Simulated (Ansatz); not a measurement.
# CH7GaSn (SMILES [CH3][SnH2][GaH2]): MP2/def2-SVP (core potential)

What is the energy change on altering one bond length of CH7GaSn at MP2/def2-SVP (core potential)? 

Program for the calculation: Ansatz 0.2.0.

38 further runs of the same task are left out: 38 set aside as unsound or not needed.

## Step 1: The system as given

CH7GaSn: 10 atoms, total charge 0, spin state singlet. SMILES: `[CH3][SnH2][GaH2]`. The shape is that of a PBE0-D4/def2-TZVP optimisation.

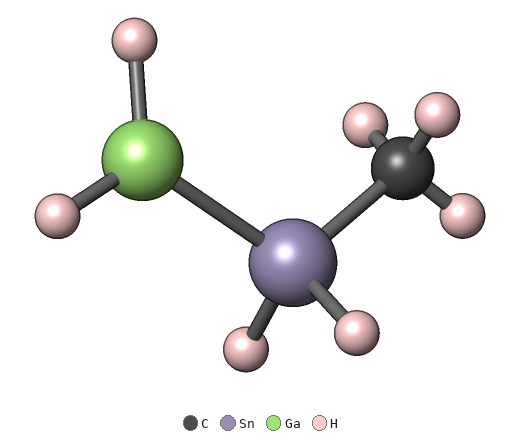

The structure, seen from a chosen angle (carbon dark grey, tin purple, gallium green, hydrogen pink).

## Step 2: The energy at MP2/def2-SVP (core potential)

input.yaml

```yaml
crystal:
  periodic: [false, false, false]
  atoms:
    - {symbol: C, position_ang: [-1.630300, 0.570100, -0.523900]}
    - {symbol: Sn, position_ang: [0.239600, -0.482300, -0.646800]}
    - {symbol: Ga, position_ang: [1.786900, -0.142600, 1.442100]}
    - {symbol: H, position_ang: [-2.223300, 0.378200, -1.418300]}
    - {symbol: H, position_ang: [-2.188000, 0.236900, 0.351500]}
    - {symbol: H, position_ang: [-1.449600, 1.641800, -0.439900]}
    - {symbol: H, position_ang: [-0.106900, -2.150300, -0.863700]}
    - {symbol: H, position_ang: [1.039800, 0.025500, -2.078600]}
    - {symbol: H, position_ang: [1.310700, 0.711500, 2.677700]}
    - {symbol: H, position_ang: [3.221300, -0.788900, 1.499900]}
basis:
  gaussian:
    orbitals: def2-SVP
correlation:
  method: mp2
  frozen_orbitals: {C: 1, Ga: 9, H: 0, Sn: 4}
accuracy: high
```

Started as:

```sh
$ ansatz run input.yaml --threads 1 --pin off --max-ram 2610MiB --events-out events.jsonl --progress --plain --runs-dir runs
```

The program printed:

```text
Warning: RAYON_NUM_THREADS=1 ignored (pool sized by the plan → 1); use --threads N
Functional definition: HF
  name "HF"
  exchange = exact_x
  correlation = 0
2479 factors; integrals over basis functions are off by at most 3.2e-8 eV
mean field evaluation 1: about -59270.7242 eV, gradient 2.3e1 eV
mean field evaluation 2: about -59270.7952 eV, gradient 2.3e1 eV
mean field evaluation 4: about -59272.6361 eV, gradient 2.6e0 eV
mean field evaluation 8: about -59272.6631 eV, gradient 1.6e-1 eV
mean field -59272.66323468 eV, -2178.2301974204 hartree, gradient 5.3e-8 eV, S^2 0.000000; 0 other end points of the search recorded, 0 dependent functions left out
14 core orbitals not correlated: weight in the atoms' cores, before any rotation towards them, 1.000 or more for the frozen orbitals, at most 0.000 for the correlated occupied ones
reference -59272.66323468 eV, -2178.2301974204 hartree; 19, 19 occupied and 74, 74 virtual orbitals, 2479 factors
second order -13.12316004 eV of doubles, -0.00000000 eV of singles
Total energy: -59285.78639472 eV, -2178.7124646567 hartree
```

Wall time 6 s (1 thread of Arm Neoverse V2, shared host); peak memory 0.37 GiB.

## Step 3: The distorted shape

input.yaml

```yaml
basis:
  gaussian:
    orbitals: def2-SVP
crystal:
  periodic: [false, false, false]
  atoms:
    - {symbol: C, position_ang: [-1.578318, 0.820333, -0.491361]}
    - {symbol: Sn, position_ang: [0.291582, -0.232067, -0.614261]}
    - {symbol: Ga, position_ang: [1.838882, 0.107633, 1.474639]}
    - {symbol: H, position_ang: [-2.171318, 0.628433, -1.385761]}
    - {symbol: H, position_ang: [-2.136018, 0.487133, 0.384039]}
    - {symbol: H, position_ang: [-1.397618, 1.892033, -0.407361]}
    - {symbol: H, position_ang: [-0.106900, -2.150300, -0.863700]}
    - {symbol: H, position_ang: [1.091782, 0.275733, -2.046061]}
    - {symbol: H, position_ang: [1.362682, 0.961733, 2.710239]}
    - {symbol: H, position_ang: [3.273282, -0.538667, 1.532439]}
correlation:
  method: mp2
  frozen_orbitals: {C: 1, Ga: 9, H: 0, Sn: 4}
accuracy: high
```

Started as:

```sh
$ ansatz run input.yaml --threads 1 --pin off --max-ram 2610MiB --events-out events.jsonl --progress --plain --runs-dir runs
```

The program printed:

```text
Warning: RAYON_NUM_THREADS=1 ignored (pool sized by the plan → 1); use --threads N
Functional definition: HF
  name "HF"
  exchange = exact_x
  correlation = 0
2475 factors; integrals over basis functions are off by at most 2.4e-8 eV
mean field evaluation 1: about -59270.3749 eV, gradient 2.3e1 eV
mean field evaluation 2: about -59270.4448 eV, gradient 2.3e1 eV
mean field evaluation 4: about -59272.3040 eV, gradient 2.6e0 eV
mean field evaluation 8: about -59272.3324 eV, gradient 1.7e-1 eV
mean field -59272.33254012 eV, -2178.2180446194 hartree, gradient 5.6e-8 eV, S^2 0.000000; 0 other end points of the search recorded, 0 dependent functions left out
14 core orbitals not correlated: weight in the atoms' cores, before any rotation towards them, 1.000 or more for the frozen orbitals, at most 0.000 for the correlated occupied ones
reference -59272.33254012 eV, -2178.2180446194 hartree; 19, 19 occupied and 74, 74 virtual orbitals, 2475 factors
second order -13.11029894 eV of doubles, -0.00000000 eV of singles
Total energy: -59285.44283906 eV, -2178.6998392189 hartree
```

It took 6 s on 1 thread of Arm Neoverse V2, shared host; peak memory 0.37 GiB.

## Step 4: What came out

Level: MP2/def2-SVP (core potential), 14 core orbitals frozen.

```
                                                          quantity           value
                                         first shape: total energy  -2178.71246 Eh
         first shape: correlation energy (14 core orbitals frozen)      -482.3 mEh
                                     distorted shape: total energy  -2178.69984 Eh
     distorted shape: correlation energy (14 core orbitals frozen)      -481.8 mEh
energy change with the Sn2–H7 bond stretched from 1.717 to 1.975 Å        0.344 eV
```

**Reading.** With the Sn2–H7 bond stretched from 1.717 to 1.975 Å the energy rises by 0.34 eV (33.1 kJ/mol). The first shape isn't relaxed at this level, so the change isn't measured from a minimum.
